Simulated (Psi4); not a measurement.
**A workflow on [NO2]+ (SMILES O=[N+]=O)**

We compute a structure relaxation (singlet [NO2]+, HF-3c/MINIX), then the energy (doublet [NO2]2+, UHF-3c/MINIX), then a structure relaxation (doublet [NO2]2+, UHF-3c/MINIX), then the energy (singlet [NO2]+, HF-3c/MINIX) of NO2. 

The results are computed with Psi4 1.11.

## Step 1: Starting point

[NO2]+: 3 atoms, total charge +1, spin state singlet. SMILES: `O=[N+]=O`. All atoms were displaced at random from a relaxed shape. The run starts from this shape.

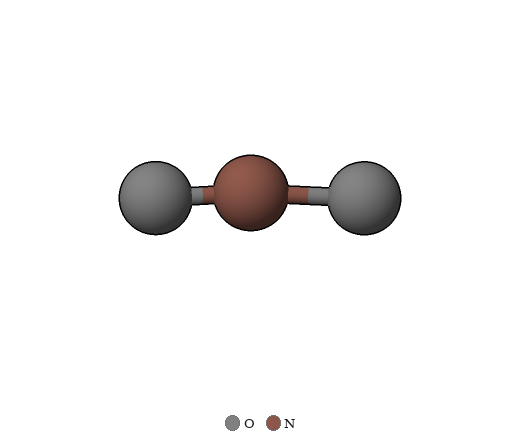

Viewed from a chosen angle; oxygen grey, nitrogen brown.

## Step 2: A geometry optimisation at HF-3c/MINIX (density fitting) (run 1)

Contents of job.dat:

```
memory 1600 mb

molecule {
  1 1
  O     -0.573186     0.930429    -0.279152
  N      0.020941    -0.056759     0.035463
  O      0.508666    -0.918408     0.200854
}


e_tot = optimize("hf-3c")
print_variables()
```

The run is started by

```
$ psi4 job.dat job.out -n 1
```

job.out:

```text
[...]
  Running in cs symmetry.
[...]
  Nuclear repulsion =   69.760113942412602
[...]
  Multiplicity = 1
[...]
  Nalpha       = 11
  Nbeta        = 11
[...]
    Number of basis functions: 15
[...]
   @DF-RHF iter   1:  -202.00420127699448    7.71819e-01   5.47168e-02 ADIIS/DIIS
[...]
   @DF-RHF iter   8:  -202.31801826828223   -8.52651e-14   6.13053e-09 DIIS
[...]
    Orbital Energies [Eh]
    ---------------------
    Doubly Occupied:
       1Ap   -21.150075     2Ap   -21.149504     3Ap   -16.452402
       4Ap    -2.168007     5Ap    -2.030035     6Ap    -1.331320
       1App   -1.250608     7Ap    -1.250608     8Ap    -1.184601
       2App   -0.966269     9Ap    -0.966269
[...]
  @DF-RHF Final Energy:  -202.31801826828223
   => Energetics <=
    Nuclear Repulsion Energy =             65.8522647872085258
    One-Electron Energy =                -396.1909983383865779
    Two-Electron Energy =                 128.1958013100607445
    Total Energy =                       -202.3180182682822306
[...]
 Multipole Moments:
 ------------------------------------------------------------------------------------
     Multipole            Electronic (a.u.)      Nuclear  (a.u.)        Total (a.u.)
 ------------------------------------------------------------------------------------
 L = 1.  Multiply by 2.5417464519 to convert [e a0] to [Debye]
 Dipole X            :          0.0002374           -0.0000017            0.0002357
 Dipole Y            :          0.0000078           -0.0000000            0.0000078
 Dipole Z            :          0.0000000            0.0000000            0.0000000
 Magnitude           :                                                    0.0002358
[...]
  -Total Gradient:
     Atom            X                  Y                   Z
    ------   -----------------  -----------------  -----------------
       1       -0.000044189337     0.000120687259     0.000000000000
       2        0.000088185956     0.000012804792     0.000000000000
       3       -0.000043996619    -0.000133492052     0.000000000000
[...]
    Final optimized geometry and variables:
    Molecular point group: cs
    Full point group: Cs
    Geometry (in Angstrom), charge = 1, multiplicity = 1:
    O            0.000756886234    -1.157159582584     0.000000000000
    N            0.000239607487     0.000002936747     0.000000000000
    O           -0.000966655493     1.157157011550     0.000000000000
  Variable Map:
  ----------------------------------------------------------------------------
  "CURRENT ENERGY"                    =>    -202.318018268282
  "CURRENT REFERENCE ENERGY"          =>    -202.318018268282
  "DD SOLVATION ENERGY"               =>       0.000000000000
  "DISPERSION CORRECTION ENERGY"      =>      -0.005641382365
  "HF KINETIC ENERGY"                 =>     199.418992821316
[...]
```

The script printed:

```text
Optimizer: Optimization complete!
```

Run time: 5.1 s. Hardware: 1 thread of Intel Xeon 6975P-C (Granite Rapids), shared host; peak memory 0.21 GiB.

The path in brief:

```tsv
step	energy from the first frame kept (eV)	largest force (eV/Å)
0	0.0000	27.8467
1	-1.4339	10.0842
2	-1.6325	5.4666
3	-1.1716	3.8157
4	-1.4318	2.6330
5	-1.6794	2.1738
6	-1.7259	0.6972
7	-1.7339	0.2052
8	-1.7344	0.0628
9	-1.7345	0.0072
```

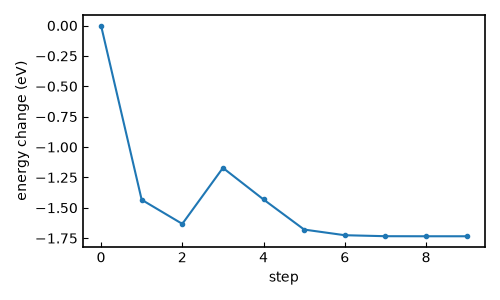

Energy along the run.

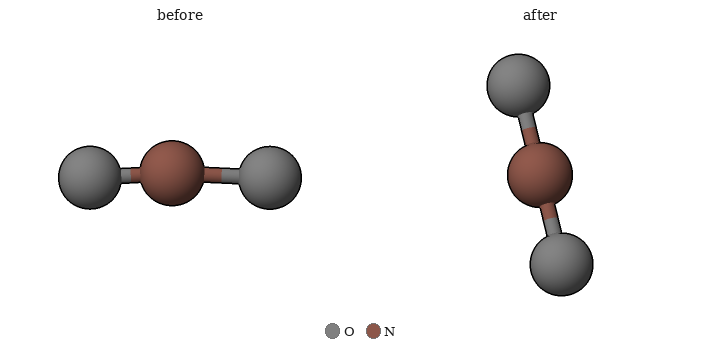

Before and after, at one scale.

After the run. Bond lengths: O1–N2 1.157 Å, N2–O3 1.157 Å. Angles: O1–N2–O3 180.0°.

## Step 3: Doublet [NO2]2+: a single-point energy at UHF-3c/MINIX (density fitting) (run 2)

Contents of calc.py:

```python
import psi4

psi4.set_memory('1600 MB')
psi4.set_num_threads(1)
psi4.core.set_output_file('output.dat', False)

mol = psi4.geometry("""
2 2
O      0.235459     0.114783     1.105798
N     -0.015954    -0.013314    -0.016435
O     -0.267679    -0.140797    -1.138661
""")

psi4.set_options({
    'reference': 'uks',
})

energy_value, wavefunction = psi4.energy("hf-3c", return_wfn=True)
print(f'total energy {energy_value:.8f} hartree = {energy_value * 27.211386:.5f} eV')
```

The run is started by

```
$ python calc.py
```

output.dat:

```text
[...]
  Running in cs symmetry.
[...]
  Nuclear repulsion =   65.852259147608521
[...]
  Multiplicity = 2
[...]
  Nalpha       = 11
  Nbeta        = 10
[...]
    Number of basis functions: 15
[...]
   @DF-UKS iter   1:  -201.14262668935740    1.11198e+00   5.05615e-02 DIIS/ADIIS
[...]
   @DF-UKS iter  12:  -201.41205590491472   -7.56415e-10   1.98981e-07 DIIS
[...]
   @S^2 Observed:                1.053396440E+00
[...]
    Orbital Energies [Eh]
    ---------------------
    Alpha Occupied:
       1Ap   -21.777601     2Ap   -21.777051     3Ap   -16.910212
       4Ap    -2.636314     5Ap    -2.542436     6Ap    -1.786784
       7Ap    -1.698901     1App   -1.670553     8Ap    -1.655023
       9Ap    -1.551762     2App   -1.477597
    Alpha Virtual:
       3App   -0.790764    10Ap    -0.789890    11Ap    -0.553401
      12Ap     0.061297
    Beta Occupied:
[...]
  @DF-UKS Final Energy:  -201.41205590491472
   => Energetics <=
    Nuclear Repulsion Energy =             65.8522591476085211
    One-Electron Energy =                -385.1429904229507883
    Two-Electron Energy =                 118.0537613213317627
    Total Energy =                       -201.4120559049147232
  UHF NO Occupations:
  HONO-2 :    2App 1.9886708
  HONO-1 :    8 Ap 1.8520231
  HONO-0 :    9 Ap 1.0000000
  LUNO+0 :   10 Ap 0.1479769
  LUNO+1 :    3App 0.0113292
[...]
 Multipole Moments:
 ------------------------------------------------------------------------------------
     Multipole            Electronic (a.u.)      Nuclear  (a.u.)        Total (a.u.)
 ------------------------------------------------------------------------------------
 L = 1.  Multiply by 2.5417464519 to convert [e a0] to [Debye]
 Dipole X            :          0.0001996           -0.0000017            0.0001979
 Dipole Y            :         -0.0000001           -0.0000000           -0.0000001
 Dipole Z            :          0.0000000            0.0000000            0.0000000
 Magnitude           :                                                    0.0001979
[...]
```

The script printed:

```text
total energy -201.41205590 hartree = -5480.70120 eV
```

Wall time 2.7 s (1 thread of Intel Xeon 6975P-C (Granite Rapids), shared host); peak memory 0.19 GiB.

## Step 4: Doublet [NO2]2+: a structure relaxation at UHF-3c/MINIX (density fitting) (run 3)

Contents of run.py:

```python
import psi4

psi4.set_memory(1600000000)
psi4.set_num_threads(1)
psi4.set_output_file('run.log', False)

mol = psi4.geometry("""
2 2
O      0.235459     0.114783     1.105798
N     -0.015954    -0.013314    -0.016435
O     -0.267679    -0.140797    -1.138661
units angstrom
symmetry c1
""")

psi4.set_options({
    'reference': 'uks',
})

result, w = psi4.optimize('hf-3c', molecule=mol, return_wfn=True)
print(f'hf-3c energy: {result:.10f} Eh')
print(mol.to_string(dtype='xyz', units='Angstrom'))
```

The run is started by

```
$ python run.py
```

run.log:

```text
[...]
  Running in c1 symmetry.
[...]
  Nuclear repulsion =   65.852259147608521
[...]
  Multiplicity = 2
[...]
  Nalpha       = 11
  Nbeta        = 10
[...]
    Number of basis functions: 15
[...]
   @DF-UKS iter   0:  -201.43316477460471   -2.01433e+02   4.62045e-03
[...]
   @DF-UKS iter  14:  -201.45800766809086    3.97904e-13   3.21594e-09 DIIS
[...]
   @S^2 Observed:                1.598124204E+00
[...]
    Orbital Energies [Eh]
    ---------------------
    Alpha Occupied:
       1A    -21.656895     2A    -21.656276     3A    -16.710022
       4A     -2.394909     5A     -2.341595     6A     -1.738634
       7A     -1.556481     8A     -1.541772     9A     -1.509295
      10A     -1.508358    11A     -1.441241
    Alpha Virtual:
      12A     -0.735657    13A     -0.716882    14A     -0.693307
      15A     -0.226555
    Beta Occupied:
[...]
  @DF-UKS Final Energy:  -201.45800766809086
   => Energetics <=
    Nuclear Repulsion Energy =             56.9623875513645785
    One-Electron Energy =                -370.5510867147431782
    Two-Electron Energy =                 112.2096793713309211
    Total Energy =                       -201.4580076680908576
  UHF NO Occupations:
  HONO-2 :    9  A 1.9029255
  HONO-1 :   10  A 1.6138546
  HONO-0 :   11  A 1.0000000
  LUNO+0 :   12  A 0.3861454
  LUNO+1 :   13  A 0.0970745
[...]
 Multipole Moments:
 ------------------------------------------------------------------------------------
     Multipole            Electronic (a.u.)      Nuclear  (a.u.)        Total (a.u.)
 ------------------------------------------------------------------------------------
 L = 1.  Multiply by 2.5417464519 to convert [e a0] to [Debye]
 Dipole X            :         -0.0000022            0.0000000           -0.0000022
 Dipole Y            :         -0.0000000            0.0000000           -0.0000000
 Dipole Z            :         -0.0000079           -0.0000000           -0.0000079
 Magnitude           :                                                    0.0000082
[...]
  -Total Gradient:
     Atom            X                  Y                   Z
    ------   -----------------  -----------------  -----------------
       1        0.000000154721     0.000000000196     0.000276948463
       2       -0.000000304681    -0.000000000391     0.000000920805
       3        0.000000149960     0.000000000195    -0.000277869267
[...]
    Final optimized geometry and variables:
    Molecular point group: c1
    Full point group: C_inf_v
    Geometry (in Angstrom), charge = 2, multiplicity = 2:
    O           -0.000004004795     0.000000004968    -1.337751789207
    N           -0.000004004795    -0.000000005682     0.000000703006
    O            0.000007510874     0.000000000007     1.337751173746
[...]
```

The script printed:

```text
Optimizer: Optimization complete!
hf-3c energy: -201.4580076681 Eh
3
2 2 NO2
O                    -0.000004004795     0.000000004968    -1.337751789207
N                    -0.000004004795    -0.000000005682     0.000000703006
O                     0.000007510874     0.000000000000     1.337751173746
```

Run time: 4.5 s. Hardware: 1 thread of Intel Xeon 6975P-C (Granite Rapids), shared host; peak memory 0.21 GiB.

Steps, from the record of the run:

```tsv
step	energy from the first frame kept (eV)	largest force (eV/Å)
0	0.0000	9.1423
1	-0.8779	3.9171
2	-1.1572	1.6757
3	-1.2244	0.8280
4	-1.2429	0.4313
5	-1.2482	0.2297
6	-1.2502	0.0789
7	-1.2504	0.0143
```

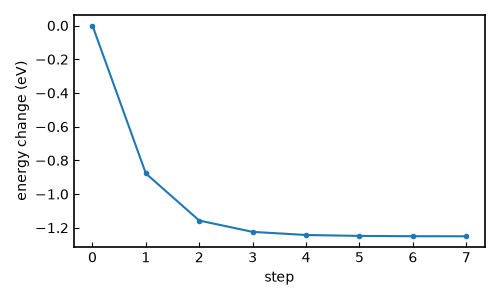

Energy along the run.

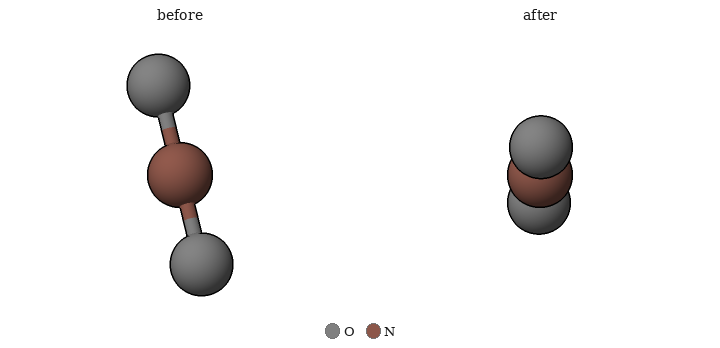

Before and after, at one scale.

After the run. Bond lengths: O1–N2 1.338 Å, N2–O3 1.338 Å. Angles: O1–N2–O3 180.0°.

## Step 5: A single-point energy at HF-3c/MINIX (density fitting) (run 4)

Contents of input.in:

```
memory 1.6 GB

molecule {
  1 1
  O     -2.21319244    -1.14097128     0.58537668
  N     -0.03035656    -0.02474974    -0.03105387
  O      2.15248687     1.09145101    -0.64748253
  units bohr
  symmetry c1
}

set {
  reference rks
}

E, wfn = energy("hf-3c", return_wfn=True)
```

The run is started by

```
$ psi4 -n 1 input.in input.out
```

input.out:

```text
[...]
  Running in c1 symmetry.
[...]
  Nuclear repulsion =   56.962391928280809
[...]
  Multiplicity = 1
[...]
  Nalpha       = 11
  Nbeta        = 11
[...]
    Number of basis functions: 15
[...]
   @DF-RKS iter   1:  -201.83786072585858   -6.36418e-01   5.59854e-02 DIIS/ADIIS
[...]
   @DF-RKS iter   9:  -202.23434312048371   -6.64244e-10   1.40390e-07 DIIS
[...]
    Orbital Energies [Eh]
    ---------------------
    Doubly Occupied:
       1A    -21.060050     2A    -21.059418     3A    -16.313915
       4A     -1.949472     5A     -1.836516     6A     -1.342040
       7A     -1.094394     8A     -1.089987     9A     -1.089987
      10A     -0.903880    11A     -0.903880
[...]
  @DF-RKS Final Energy:  -202.23434312048371
   => Energetics <=
    Nuclear Repulsion Energy =             56.9623919282808089
    One-Electron Energy =                -380.9484116211218065
    Two-Electron Energy =                 121.8306644843660820
    Total Energy =                       -202.2343431204837145
[...]
 Multipole Moments:
 ------------------------------------------------------------------------------------
     Multipole            Electronic (a.u.)      Nuclear  (a.u.)        Total (a.u.)
 ------------------------------------------------------------------------------------
 L = 1.  Multiply by 2.5417464519 to convert [e a0] to [Debye]
 Dipole X            :          0.0000027           -0.0000000            0.0000027
 Dipole Y            :         -0.0000001            0.0000000           -0.0000001
 Dipole Z            :          0.0000013           -0.0000000            0.0000013
 Magnitude           :                                                    0.0000030
[...]
```

It took 2.5 s on 1 thread of Intel Xeon 6975P-C (Granite Rapids), shared host; peak memory 0.19 GiB.

## Step 6: Outcome

| quantity | value |
| --- | --- |
| run 1, HF-3c/MINIX: total energy at the end | -202.31802 Eh |
| run 1, HF-3c/MINIX: HOMO energy | -26.29 eV |
| run 1, HF-3c/MINIX: LUMO energy | -9.86 eV |
| run 1, HF-3c/MINIX: HOMO–LUMO gap | 16.44 eV |
| doublet [NO2]2+, run 2: total energy | -201.41206 Eh |
| doublet [NO2]2+, run 2: HOMO energy (highest over α and β) | -37.99 eV |
| doublet [NO2]2+, run 2: LUMO energy (lowest over α and β) | -23.36 eV |
| doublet [NO2]2+, run 2: ⟨S²⟩ | 1.053 |
| doublet [NO2]2+, run 3: total energy at the end | -201.45801 Eh |
| doublet [NO2]2+, run 3: HOMO energy (highest over α and β) | -34.46 eV |
| doublet [NO2]2+, run 3: LUMO energy (lowest over α and β) | -22.85 eV |
| doublet [NO2]2+, run 3: ⟨S²⟩ | 1.598 |
| run 4, HF-3c/MINIX: total energy | -202.23434 Eh |
| run 4, HF-3c/MINIX: HOMO energy | -24.60 eV |
| run 4, HF-3c/MINIX: LUMO energy | -11.06 eV |
| run 4, HF-3c/MINIX: HOMO–LUMO gap | 13.53 eV |
| adiabatic ionisation energy (to the doublet dication, no zero-point term) | 23.402 eV |

What this shows: The adiabatic ionisation energy (to the doublet dication, no zero-point term) is 23.40 eV (2258 kJ/mol). In a minimal basis such a difference can be off by several eV, whatever the method. The optimisation (run 1, HF-3c/MINIX) took 10 steps and changed the energy by -1.734 eV. ⟨S²⟩ (doublet [NO2]2+, run 2) is 1.05 where a pure doublet has 0.75: the reference is spin-contaminated. ⟨S²⟩ (doublet [NO2]2+, run 3) is 1.60 where a pure doublet has 0.75: the reference is spin-contaminated. The optimisation (doublet [NO2]2+, run 3) took 8 steps and changed the energy by -1.250 eV.
